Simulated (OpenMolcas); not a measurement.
# triplet COF2 at 5 levels

Aim: a comparison of 5 runs (UHF/aug-cc-pVDZ, UB3LYP/aug-cc-pVDZ, UBHLYP/aug-cc-pVDZ, UM06-L/aug-cc-pVDZ, UPBE0/aug-cc-pVDZ) of triplet COF2. 

Program for the calculation: OpenMolcas 26.06.

### Step 1. The system as given

COF2 has 4 atoms, charge 0, and is taken as a triplet. As SMILES of the parent species, `O=C(F)F`. The coordinates come from a PBE0-D4/def2-TZVP relaxation. That shape belongs to the parent species and isn't relaxed for this state.

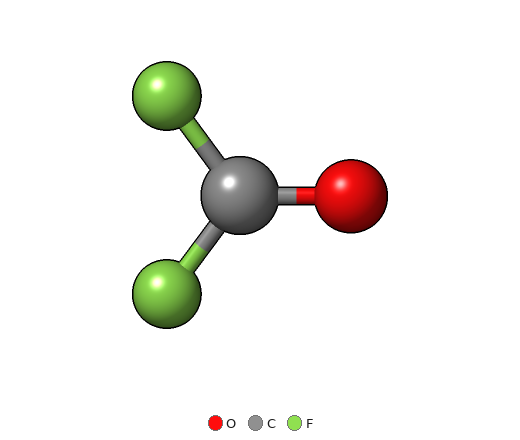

Viewed from a chosen angle; oxygen red, carbon grey, fluorine green.

### Step 2. A single-point energy at UHF/aug-cc-pVDZ (run 1)

Input file test.input:

```
>>> EXPORT MOLCAS_PRINT=2

&GATEWAY
  BasLib = $CurrDir
  Coord
  4
  bohr
  O     -2.34828707    -0.29744289     0.29084775
  C     -0.17353355    -0.02197751     0.02148619
  F      1.59774454    -1.56217990     0.80250999
  F      0.92405718     1.88160030    -1.11486282
  Basis = aug-cc-pVDZ
  Group = NoSym

&SEWARD

&SCF
  UHF
  Spin = 3
  Thresholds = 1e-10 1e-07 1e-07 1e-05
  PrOrbitals = 1
```

The basis set aug-cc-pVDZ is read from a file made from the Basis Set Exchange's data (not shown).

Started as:

```sh
export MOLCAS_MEM=1860
pymolcas test.input > test.log
```

The program printed:

```text
--- Start Module: gateway ---
[...]
--- Stop Module: gateway /rc=_RC_ALL_IS_WELL_ ---
--- Start Module: seward ---
[...]
      Basis functions           92
--- Stop Module: seward /rc=_RC_ALL_IS_WELL_ ---
[...]
--- Start Module: scf ---
[...]
       Convergence after  21 Iterations
[...]
::    Total SCF energy                               -311.4455501708
[...]
      Total spin, S                                     1.0053570871
[...]
      Total electronic charge=   32.000000
      Total            charge=   -0.000000
[...]
      Dipole Moment (debye):
      Origin of the operator (angstrom)=    0.0663    0.0084   -0.0082
                   X= -9.4099E-01               Y= -1.1917E-01               Z=  1.1654E-01           Total=  9.5564E-01
      Quadrupole Moment (debye*angstrom):
[...]
--- Stop Module: scf /rc=_RC_ALL_IS_WELL_ ---
[...]
```

Wall time 9.6 s (1 thread of Arm Neoverse V2, shared host); peak memory 0.51 GiB.

### Step 3. A single-point energy at UB3LYP/aug-cc-pVDZ (run 2)

Input file input.xyz:

```xyz
4

O     -1.242660    -0.157400     0.153910
C     -0.091830    -0.011630     0.011370
F      0.845490    -0.826670     0.424670
F      0.488990     0.995700    -0.589960
```

Input file job.input:

```
* CF2O Kohn-Sham DFT

&GATEWAY
  BASLIB=$CurrDir
  COORD=input.xyz
  BASIS=aug-cc-pVDZ
  GROUP=NoSym

&SEWARD
  GRIDINPUT
  Grid=UltraFine
  End of Grid

&SCF
  UHF
  SPIN=3
  KSDFT=B3LYP
  THRESHOLDS=1e-10 1e-07 1e-07 1e-05
  PRORBITALS=1 2
```

The basis set aug-cc-pVDZ is read from a file made from the Basis Set Exchange's data (not shown).

Started as:

```sh
export MOLCAS_MEM=1860
pymolcas job.input > job.log
```

The program printed:

```text
--- Start Module: gateway ---
[...]
--- Stop Module: gateway /rc=_RC_ALL_IS_WELL_ ---
--- Start Module: seward ---
[...]
      Basis functions           92
--- Stop Module: seward /rc=_RC_ALL_IS_WELL_ ---
[...]
--- Start Module: scf ---
[...]
       Convergence after  20 Iterations
[...]
::    Total KS-DFT energy                            -312.8142134112
[...]
      Total spin, S                                     1.0018826661
[...]
      Total electronic charge=   32.000000
      Total            charge=   -0.000000
[...]
      Dipole Moment (debye):
      Origin of the operator (angstrom)=    0.0663    0.0084   -0.0082
                   X= -4.4280E-01               Y= -5.6070E-02               Z=  5.4837E-02           Total=  4.4969E-01
      Quadrupole Moment (debye*angstrom):
[...]
--- Stop Module: scf /rc=_RC_ALL_IS_WELL_ ---
[...]
```

It took 52 s on 1 thread of Arm Neoverse V2, shared host; peak memory 0.51 GiB.

Runs 3 to 4 aren't shown in full; the table further down has their settings and results.

### Step 4. A single-point energy at UPBE0/aug-cc-pVDZ (run 5)

Input file calc.input:

```
&GATEWAY
 BASLIB=$CurrDir
 BASISSET
 O.aug-cc-pVDZ....
 O1 -1.242660 -0.157400 0.153910 angstrom
 End of Basis
 BASISSET
 C.aug-cc-pVDZ....
 C2 -0.091830 -0.011630 0.011370 angstrom
 End of Basis
 BASISSET
 F.aug-cc-pVDZ....
 F3 0.845490 -0.826670 0.424670 angstrom
 F4 0.488990 0.995700 -0.589960 angstrom
 End of Basis

&SEWARD
 GRIDINPUT
 Grid=UltraFine
 End of Grid

&SCF
 UHF
 SPIN=3
 KSDFT=PBE0
 THRESHOLDS=1e-10 1e-07 1e-07 1e-05
 PRORBITALS=1 2
```

The basis set aug-cc-pVDZ is read from a file made from the Basis Set Exchange's data (not shown).

Started as:

```sh
export MOLCAS_MEM=1860
pymolcas calc.input > calc.log
```

The program printed:

```text
--- Start Module: gateway ---
[...]
--- Stop Module: gateway /rc=_RC_ALL_IS_WELL_ ---
--- Start Module: seward ---
[...]
      Basis functions           92
--- Stop Module: seward /rc=_RC_ALL_IS_WELL_ ---
[...]
--- Start Module: scf ---
[...]
       Convergence after  21 Iterations
[...]
::    Total KS-DFT energy                            -312.5099708734
[...]
      Total spin, S                                     1.0020258466
[...]
      Total electronic charge=   32.000000
      Total            charge=   -0.000000
[...]
      Dipole Moment (debye):
      Origin of the operator (angstrom)=    0.0663    0.0084   -0.0082
                   X= -5.1194E-01               Y= -6.4828E-02               Z=  6.3401E-02           Total=  5.1991E-01
      Quadrupole Moment (debye*angstrom):
[...]
--- Stop Module: scf /rc=_RC_ALL_IS_WELL_ ---
[...]
```

Wall time 53 s (1 thread of Arm Neoverse V2, shared host); peak memory 0.51 GiB.

### Step 5. All runs side by side

| run | level | integration grid | energy (Eh) | dipole moment (D) | HOMO energy (eV) | ⟨S²⟩ | wall time |
| --- | --- | --- | --- | --- | --- | --- | --- |
| 1 | UHF/aug-cc-pVDZ | – | -311.445550 | 0.96 | -8.06 | 2.016 | 9.6 s |
| 2 | UB3LYP/aug-cc-pVDZ | UltraFine | -312.814213 | 0.45 | -3.43 | 2.006 | 52 s |
| 3 | UBHLYP/aug-cc-pVDZ | UltraFine | -312.691368 | 0.76 | -5.34 | 2.008 | 48 s |
| 4 | UM06-L/aug-cc-pVDZ | UltraFine | -312.773089 | 0.33 | -2.03 | 2.007 | 78 s |
| 5 | UPBE0/aug-cc-pVDZ | UltraFine | -312.509971 | 0.52 | -3.65 | 2.006 | 53 s |

### Step 6. Outcome

| quantity | value |
| --- | --- |
| run 5: total energy | -312.50997 Eh |
| run 5: dipole moment | 0.52 D |
| run 5: HOMO energy (highest over α and β) | -3.65 eV |
| run 5: ⟨S²⟩ | 2.006 |

**Reading.** The dipole moment (its size) runs from 0.33 D (UM06-L/aug-cc-pVDZ) to 0.96 D (UHF/aug-cc-pVDZ). Totals of different functionals can't be ranked against each other. All runs together took 4 min, the longest 78 s.
